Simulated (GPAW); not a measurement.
# Surface energy and work function of Ru(0001) from slabs of 3 to 12 layers (LDA)

How do energy and work function of Ru(0001) films settle with thickness, and what surface energy follows?

How it was computed: GPAW 26.7.0, plane waves at 450 eV with PAW setups; symmetric 1×1 slabs cut at the tabulated lattice constant (two decimals; low-temperature values for the alkali metals), atoms at bulk places, 7.5 Å of vacuum on each side, one in-plane mesh for all thicknesses, Fermi-Dirac smearing of 0.1 eV. Energies are extrapolated to zero smearing and count from the program's reference atoms. Functional LDA. The cell's area is 6.313 Å².

Results, with one row withheld:

| layers | energy (eV) | work function (eV) |
| --- | --- | --- |
| 3 | −30.2278 | 5.34 |
| 4 | −41.0955 | 5.43 |
| 5 | −52.0296 | 5.38 |
| 6 | −62.9786 | 5.40 |
| 7 | −73.9117 | 5.41 |
| 8 | −84.8431 | 5.41 |
| 9 | −95.7719 | 5.41 |
| 10 | −106.7157 | 5.41 |
| 11 | −117.6633 | 5.41 |
| 12 | ? | ? |

Q: What surface energy do these runs give, and what energy and work function should the 12-layer slab have?

**Working.** A slab of n layers has E(n) = nε + 2Aγ once its middle is bulk-like. A line through n = 6 to 11 has the slope ε = −10.9361 eV a layer and the intercept 2Aγ = 2.6430 eV (r.m.s. residual 6.1 meV). So γ = 2.6430 / (2 × 6.313 Å²) = 0.2093 eV/Å² = 3.35 J/m², with a standard error of about 0.02 J/m² from the scatter about the line. For 12 layers: 2.6430 + 12 × (−10.9361) = −128.590 eV; the run gives −128.595 eV, 4.3 meV under the line. The work function has no such law: from 6 to 11 layers it moves between 5.40 and 5.41 eV (mean 5.41), and the 12-layer slab gives 5.41 eV. The thinnest slab, 3 layers, lies −0.07 eV from that mean. The values go up and down with thickness, as expected where levels confined across the film cross the Fermi level one by one.

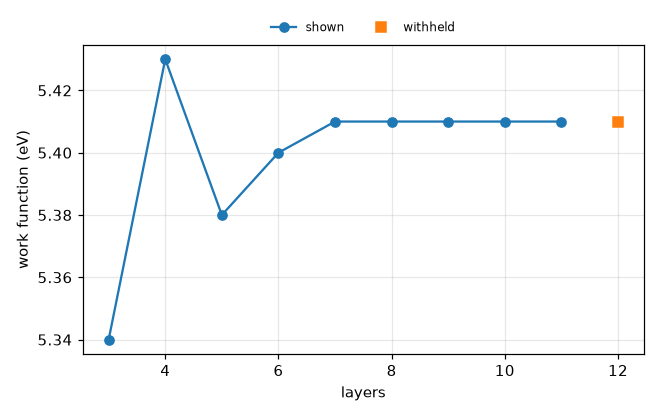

Work function against thickness.

**Limits.** The surfaces are unrelaxed, so γ is an upper bound for this functional and lattice constant. The tabulated lattice constant isn't the functional's own, which strains the slab a little.
